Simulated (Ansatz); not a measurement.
# BGeH9Si2: two geometries relaxed

Aim: relax the geometries before and after the shift of H11 from Ge4 to B3, and see whether they are two minima and how far apart in energy. SMILES of the start: [SiH3][SiH2][BH][GeH3].

Method: RKS BHLYP/def2-SVP, in Ansatz 0.2.0.

## 1. The structure to begin with

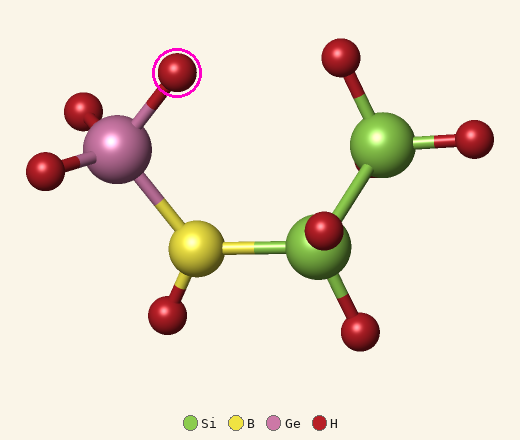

Start, viewed from a free direction; silicon green, boron yellow, germanium pink, hydrogen red. Ringed: H11.

Coordinates:

```xyz
13

Si   -1.6432   -0.0975    1.3071
Si    0.2513   -1.0787    0.9091
B     1.3816    0.1162   -0.1022
Ge    0.9122    0.8037   -1.9024
H    -1.4500    1.1642    2.0562
H    -2.3174    0.3139    0.0103
H    -2.5512   -0.9503    2.0519
H     0.0578   -2.2803    0.1200
H     0.8944   -1.4053    2.2319
H     2.4556    0.4472    0.3880
H    -0.5656    0.2095   -2.2236
H     1.8875    0.3558   -2.9509
H     0.7075    2.3669   -1.8805
```

## 2. Relaxing end A

Contents of input.yaml:

```yaml
crystal:
  periodic: [false, false, false]
  atoms:
    - { symbol: Si, position_ang: [-1.6432, -0.0975, 1.3071] }
    - { symbol: Si, position_ang: [0.2513, -1.0787, 0.9091] }
    - { symbol: B, position_ang: [1.3816, 0.1162, -0.1022] }
    - { symbol: Ge, position_ang: [0.9122, 0.8037, -1.9024] }
    - { symbol: H, position_ang: [-1.45, 1.1642, 2.0562] }
    - { symbol: H, position_ang: [-2.3174, 0.3139, 0.0103] }
    - { symbol: H, position_ang: [-2.5512, -0.9503, 2.0519] }
    - { symbol: H, position_ang: [0.0578, -2.2803, 0.12] }
    - { symbol: H, position_ang: [0.8944, -1.4053, 2.2319] }
    - { symbol: H, position_ang: [2.4556, 0.4472, 0.388] }
    - { symbol: H, position_ang: [-0.5656, 0.2095, -2.2236] }
    - { symbol: H, position_ang: [1.8875, 0.3558, -2.9509] }
    - { symbol: H, position_ang: [0.7075, 2.3669, -1.8805] }
basis:
  gaussian: { orbitals: def2-SVP }
hamiltonian:
  xc: { name: BHLYP }
relax:
  f_tol: 0.02
  max_steps: 50
```

On the command line:

```sh
$ ansatz run input.yaml --threads 2 --pin off --max-ram 3072MiB --backend cpu --events-out ev --progress --plain --runs-dir out
```

The log of the run, cut to the lines that bear on the results:

```text
Warning: RAYON_NUM_THREADS=2 ignored (pool sized by the plan → 2); use --threads N
[...]
Functional definition: BHLYP
[...]
1347 factors; integrals over basis functions are off by at most 4.1e-4 eV
[...]
mean field -73080.75581682 eV, -2685.6682403526 hartree, gradient 5.4e-5 eV, S^2 0.000000; 0 other end points of the search recorded, 0 dependent functions left out
[...]
reference -73080.75603694 eV, -2685.6682484421 hartree; 37, 37 occupied and 90, 90 virtual orbitals, 1347 factors
relax step   1: F+E_penalty+E_count = -73080.75581682 eV  Δ(F+E_penalty+E_count) = +0.000e0 eV  max|allowed force component| = 2.409e0 eV/Å  Δτ_max = 0.0000 Å  (27 SCF iters, accepted)
[...]
relax step   4: F+E_penalty+E_count = -73081.31875421 eV  Δ(F+E_penalty+E_count) = -6.180e-3 eV  max|allowed force component| = 6.315e-2 eV/Å  Δτ_max = 0.0336 Å  (30 SCF iters, accepted)
[...]
relax step   7: F+E_penalty+E_count = -73081.33795007 eV  Δ(F+E_penalty+E_count) = -3.126e-3 eV  max|allowed force component| = 1.450e-1 eV/Å  Δτ_max = 0.0800 Å  (29 SCF iters, accepted)
[...]
relax step  10: F+E_penalty+E_count = -73081.34523481 eV  Δ(F+E_penalty+E_count) = -2.289e-3 eV  max|allowed force component| = 5.254e-2 eV/Å  Δτ_max = 0.0328 Å  (31 SCF iters, accepted)
[...]
relax step  12: F+E_penalty+E_count = -73081.34604544 eV  Δ(F+E_penalty+E_count) = -1.852e-4 eV  max|allowed force component| = 3.749e-2 eV/Å  Δτ_max = 0.0302 Å  (32 SCF iters, accepted)
[...]
1347 factors; integrals over basis functions are off by at most 3.8e-4 eV
mean field -73081.34619734 eV, -2685.6899364367 hartree, gradient 1.1e-5 eV, S^2 0.000000; 1 other end points of the search recorded, 0 dependent functions left out
[...]
reference -73081.34642690 eV, -2685.6899448728 hartree; 37, 37 occupied and 90, 90 virtual orbitals, 1347 factors
Total energy: -73081.34642690 eV, -2685.6899448728 hartree
Atom 0 at    -1.748136    -0.072325     1.623541 Å, force     0.008955    -0.002707     0.003578 eV/Å
Atom 1 at     0.216233    -1.121693     0.829245 Å, force    -0.010418     0.005845     0.006622 eV/Å
Atom 2 at     1.243877     0.308162    -0.122176 Å, force     0.007556     0.001456     0.001187 eV/Å
Atom 3 at     1.040517     0.745626    -2.133056 Å, force    -0.005907    -0.001806     0.012552 eV/Å
Atom 4 at    -1.400359     1.020110     2.563800 Å, force    -0.001249     0.004846     0.003858 eV/Å
Atom 5 at    -2.516805     0.504497     0.494340 Å, force    -0.004225     0.002783    -0.005938 eV/Å
Atom 6 at    -2.600168    -1.059363     2.328479 Å, force    -0.000443    -0.003952     0.000315 eV/Å
Atom 7 at    -0.205505    -2.236654    -0.056253 Å, force     0.000125    -0.005709    -0.008128 eV/Å
Atom 8 at     0.924521    -1.692890     2.003189 Å, force     0.003325    -0.002351     0.003755 eV/Å
Atom 9 at     1.994051     0.996871     0.511792 Å, force    -0.004317    -0.001142    -0.004450 eV/Å
Atom 10 at    -0.152739     0.049047    -2.798822 Å, force    -0.005327    -0.003531    -0.003405 eV/Å
Atom 11 at     2.314771     0.269249    -2.849185 Å, force     0.011726    -0.004431    -0.006728 eV/Å
Atom 12 at     0.910242     2.254663    -2.379993 Å, force     0.000199     0.010699    -0.003218 eV/Å
Dipole moment:     0.051906     0.001103     0.084364 e Å
```

Wall time 57 s (2 threads of Intel Xeon Platinum 8488C (Sapphire Rapids), shared host); peak memory 0.35 GiB.

Relaxation path:

| step | energy from step 1 (eV) | largest force component (eV/Å) |
| --- | --- | --- |
| 1 | 0.0000 | 2.4091 |
| 2 | -0.5148 | 0.4966 |
| 3 | -0.5568 | 0.1780 |
| 4 | -0.5629 | 0.0631 |
| 5 | -0.5715 | 0.0418 |
| 6 | -0.5790 | 0.1319 |
| 7 | -0.5821 | 0.1450 |
| 8 | -0.5859 | 0.1024 |
| 9 | -0.5871 | 0.0927 |
| 10 | -0.5894 | 0.0525 |
| 11 | -0.5900 | 0.0272 |
| 12 | -0.5902 | 0.0375 |
| 13 | -0.5904 | 0.0126 |

Step 1 is the start.

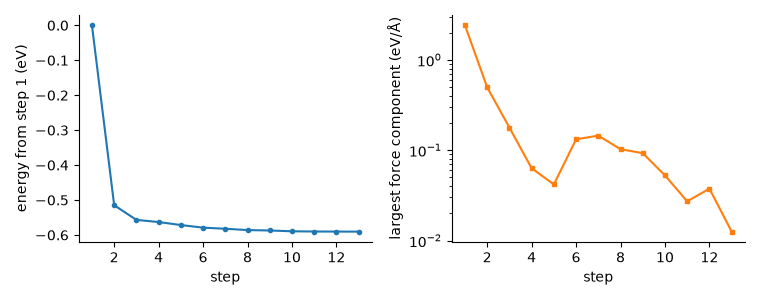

How energy and force went from step to step.

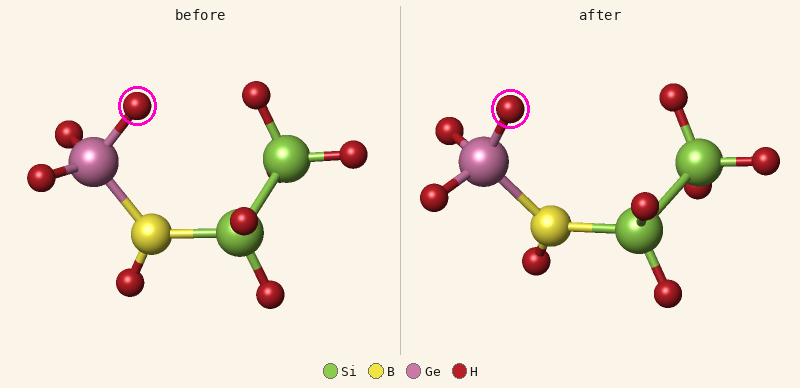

Before and after, at one scale.

After: Bond lengths: Si1–Si2 2.364 Å, Si2–B3 2.001 Å, B3–Ge4 2.068 Å, Si1–H5 1.483 Å, Si1–H6 1.483 Å, Si1–H7 1.482 Å, Si2–H8 1.485 Å, Si2–H9 1.485 Å, B3–H10 1.200 Å, Ge4–H11 1.534 Å, Ge4–H12 1.537 Å, Ge4–H13 1.535 Å. Angles (14 of 21 angles, heavy atoms first): Si1–Si2–B3 105.6°, Si2–B3–Ge4 124.3°, Si1–Si2–H8 107.3°, Si1–Si2–H9 107.5°, B3–Si2–H8 113.5°, B3–Si2–H9 113.9°, Si2–Si1–H5 110.2°, Si2–Si1–H6 110.3°, Si2–Si1–H7 110.0°, Si2–B3–H10 118.7°, Ge4–B3–H10 117.0°, B3–Ge4–H11 113.7°, B3–Ge4–H12 107.8°, B3–Ge4–H13 111.9°.

## 3. End point B

The second end starts from a geometry with the move made by hand.

input.yaml: that of step 2 with these lines changed.

```diff
@@ -13,3 +13,3 @@
     - { symbol: H, position_ang: [2.4556, 0.4472, 0.388] }
-    - { symbol: H, position_ang: [-0.5656, 0.2095, -2.2236] }
+    - { symbol: H, position_ang: [0.33692, 0.16164, -0.62707] }
     - { symbol: H, position_ang: [1.8875, 0.3558, -2.9509] }
```

On the command line:

```sh
$ ansatz run input.yaml --threads 2 --pin off --max-ram 3072MiB --backend cpu --events-out ev --progress --plain --runs-dir out
```

The log of the run, cut to the lines that bear on the results:

```text
Warning: RAYON_NUM_THREADS=2 ignored (pool sized by the plan → 2); use --threads N
[...]
[... 1 set-up line as earlier in the session ...]
[...]
1345 factors; integrals over basis functions are off by at most 4.1e-4 eV
[...]
mean field -73076.28723429 eV, -2685.5040229735 hartree, gradient 5.6e-5 eV, S^2 0.000000; 0 other end points of the search recorded, 0 dependent functions left out
[...]
reference -73076.28744661 eV, -2685.5040307762 hartree; 37, 37 occupied and 90, 90 virtual orbitals, 1345 factors
relax step   1: F+E_penalty+E_count = -73076.28723429 eV  Δ(F+E_penalty+E_count) = +0.000e0 eV  max|allowed force component| = 6.082e0 eV/Å  Δτ_max = 0.0000 Å  (32 SCF iters, accepted)
[...]
relax step   7: F+E_penalty+E_count = -73080.63571418 eV  Δ(F+E_penalty+E_count) = -4.973e-1 eV  max|allowed force component| = 7.082e-1 eV/Å  Δτ_max = 0.1918 Å  (29 SCF iters, accepted)
[...]
relax step  13: F+E_penalty+E_count = -73081.31697153 eV  Δ(F+E_penalty+E_count) = -4.966e-2 eV  max|allowed force component| = 1.291e-1 eV/Å  Δτ_max = 0.2000 Å  (30 SCF iters, accepted)
[...]
relax step  19: F+E_penalty+E_count = -73081.33660752 eV  Δ(F+E_penalty+E_count) = -1.138e-3 eV  max|allowed force component| = 8.630e-2 eV/Å  Δτ_max = 0.0796 Å  (29 SCF iters, accepted)
[...]
relax step  25: F+E_penalty+E_count = -73081.34326230 eV  Δ(F+E_penalty+E_count) = -1.035e-3 eV  max|allowed force component| = 4.589e-2 eV/Å  Δτ_max = 0.0868 Å  (29 SCF iters, accepted)
relax step  26: F+E_penalty+E_count = -73081.33854297 eV  Δ(F+E_penalty+E_count) = +4.719e-3 eV  max|allowed force component| = 2.676e-1 eV/Å  Δτ_max = 0.1907 Å  (30 SCF iters, rejected (line search))
```

## 4. The output, continued: end point B relaxed

Output, continued, cut to the lines that bear on the results:

```text
relax step  27: F+E_penalty+E_count = -73081.30531403 eV  Δ(F+E_penalty+E_count) = +3.795e-2 eV  max|allowed force component| = 5.651e-1 eV/Å  Δτ_max = 0.0782 Å  (32 SCF iters, rejected (line search))
[...]
relax step  29: F+E_penalty+E_count = -73081.34484444 eV  Δ(F+E_penalty+E_count) = -7.782e-4 eV  max|allowed force component| = 5.412e-2 eV/Å  Δτ_max = 0.0941 Å  (30 SCF iters, accepted)
[...]
relax step  31: F+E_penalty+E_count = -73081.34558119 eV  Δ(F+E_penalty+E_count) = -4.655e-4 eV  max|allowed force component| = 4.008e-2 eV/Å  Δτ_max = 0.0566 Å  (29 SCF iters, accepted)
[...]
relax step  33: F+E_penalty+E_count = -73081.34604222 eV  Δ(F+E_penalty+E_count) = -1.812e-4 eV  max|allowed force component| = 3.222e-2 eV/Å  Δτ_max = 0.0482 Å  (29 SCF iters, accepted)
[...]
Atom 3 at     1.175740     0.833913    -1.957178 Å, force     0.004467     0.006267    -0.015188 eV/Å
Atom 4 at    -1.367506     0.881200     2.747801 Å, force     0.000510    -0.001602    -0.001355 eV/Å
Atom 5 at    -2.462057     0.528797     0.632233 Å, force    -0.000118    -0.000415     0.001743 eV/Å
Atom 6 at    -2.590409    -1.160422     2.349270 Å, force     0.000785     0.000127    -0.000425 eV/Å
Atom 7 at    -0.180525    -2.208946    -0.074354 Å, force    -0.000519     0.000520     0.000628 eV/Å
Atom 8 at     0.930642    -1.812477     2.028861 Å, force     0.001151     0.000290    -0.000721 eV/Å
Atom 9 at     2.042107     0.961010     0.729842 Å, force     0.006335     0.004172     0.004497 eV/Å
Atom 10 at    -0.059723     0.257733    -2.662198 Å, force     0.006972     0.001530     0.005343 eV/Å
Atom 11 at     2.418431     0.265529    -2.666026 Å, force    -0.010665     0.003373     0.008309 eV/Å
Atom 12 at     1.181037     2.354683    -2.169760 Å, force    -0.000809    -0.010955     0.004818 eV/Å
Dipole moment:     0.047426     0.000379     0.087928 e Å
```

Wall time 2.3 min (2 threads of Intel Xeon Platinum 8488C (Sapphire Rapids), shared host); peak memory 0.36 GiB.

The steps of the relaxation, one in 2:

| step | energy from step 1 (eV) | largest force component (eV/Å) |
| --- | --- | --- |
| 1 | 0.0000 | 6.0824 |
| 3 | -2.1246 | 0.9870 |
| 5 | -3.1667 | 1.7761 |
| 7 | -4.3485 | 0.7082 |
| 9 | -4.7420 | 0.4259 |
| 11 | -4.9546 | 0.5285 |
| 13 | -5.0297 | 0.1291 |
| 15 | -5.0439 | 0.1197 |
| 17 | -5.0471 | 0.0571 |
| 19 | -5.0494 | 0.0863 |
| 21 | -5.0507 | 0.1381 |
| 23 | -5.0534 | 0.0926 |
| 25 | -5.0560 | 0.0459 |
| 27x | -5.0181 | 0.5651 |
| 29 | -5.0576 | 0.0541 |
| 31 | -5.0583 | 0.0401 |
| 33 | -5.0588 | 0.0322 |
| 35 | -5.0590 | 0.0152 |

Step 1 is the start. 2 steps were tried and not accepted (marked x).

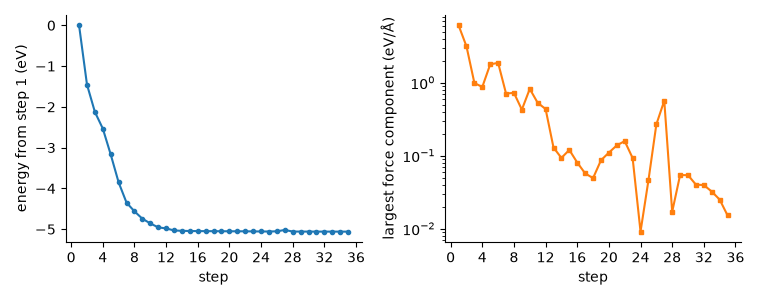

Energy and largest force along the relaxation.

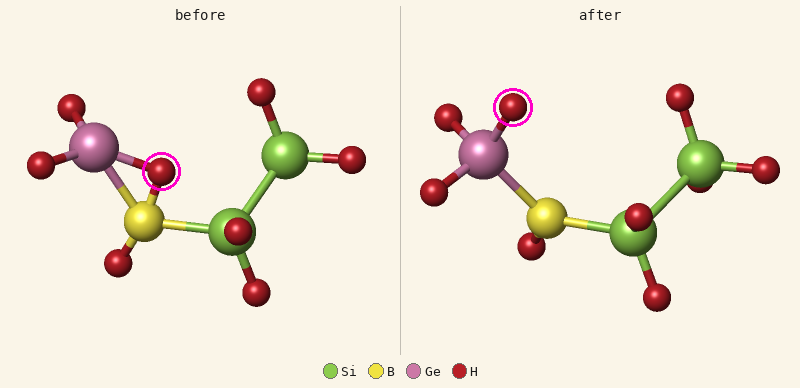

Before and after, at one scale.

After: Bond lengths: Si1–Si2 2.364 Å, Si2–B3 2.003 Å, B3–Ge4 2.068 Å, Si1–H5 1.483 Å, Si1–H6 1.483 Å, Si1–H7 1.482 Å, Si2–H8 1.486 Å, Si2–H9 1.486 Å, B3–H10 1.199 Å, Ge4–H11 1.535 Å, Ge4–H12 1.539 Å, Ge4–H13 1.536 Å. Angles (14 of 21 angles, heavy atoms first): Si1–Si2–B3 105.9°, Si2–B3–Ge4 124.0°, Si1–Si2–H8 107.4°, Si1–Si2–H9 107.5°, B3–Si2–H8 113.4°, B3–Si2–H9 113.7°, Si2–Si1–H5 110.3°, Si2–Si1–H6 110.4°, Si2–Si1–H7 109.9°, Si2–B3–H10 118.7°, Ge4–B3–H10 117.3°, B3–Ge4–H11 113.6°, B3–Ge4–H12 107.4°, B3–Ge4–H13 112.6°.

Pairs that crossed the distance rule for bonds on the way: moved apart B3–H11.

## 5. Summary of results

```
                           quantity                     value
                              end A  12 moves, 0.590 eV lower
                              end B  32 moves, 5.059 eV lower
largest difference between the ends                    0.12 Å
            end B relative to end A                 -0.000 eV
```

The two relaxations end at one structure, within 0.12 Å: no second minimum was found from this start, which doesn't rule one out.
